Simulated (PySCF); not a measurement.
```xyz
12

B    -3.1840    0.1218   -0.0594
O    -2.0329   -0.4391    0.1665
B    -0.9008   -1.0484    0.4083
F    -0.9686   -2.3266    0.8331
C     0.4659   -0.3993    0.2371
C     1.5560    0.0987    0.1074
C     2.8601    0.6961   -0.0482
H    -3.7241    0.7038    0.8128
H    -3.6599    0.0506   -1.1363
H     3.4882    0.0542   -0.6650
H     2.7724    1.6733   -0.5222
H     3.3291    0.8143    0.9281
```

Geometry: GFN2-xTB.

Level of theory: PySCF, PBE0/pcSseg-1, SCF density, gas phase, non-relativistic.

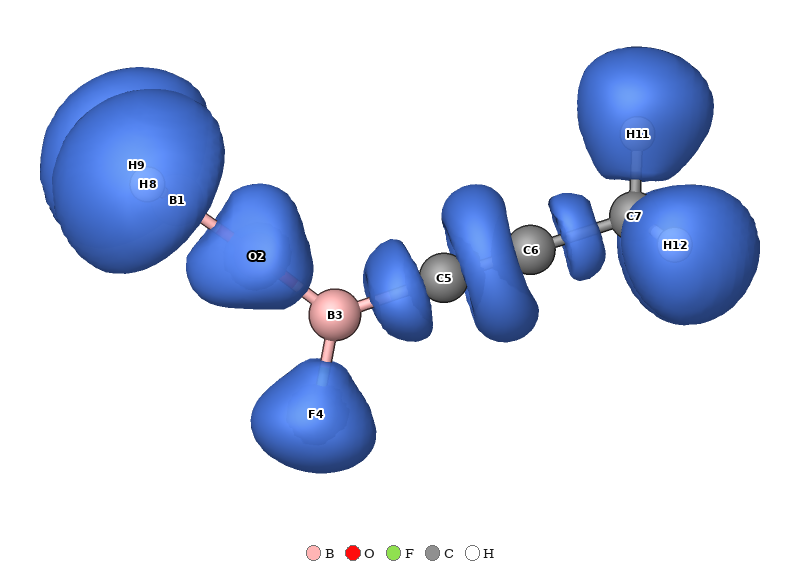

C₃H₅B₂FO. Isosurface of the ELF at 0.75 (blue), seen across its widest extent. Only the valence region is drawn (cores and ρ < 0.01 e/Å³ removed).

Question: Describe the localisation domains.

Answer: The ELF exceeds this value in one region between bonded B–C atoms (shared pairs), two regions between bonded C–C atoms (shared pairs), five regions around hydrogen nuclei, one region on F in which the atom's valence shell and bonds are merged and one region on O in which the atom's valence shell and bonds are merged. Along the contacts the grid gives the following. C–C (1.21 Å): the ELF peaks at about 0.85 between the atoms (a multiple bond). B–O (1.30 Å): the ELF peaks at about 0.90 between the atoms, as expected for a polar covalent bond.
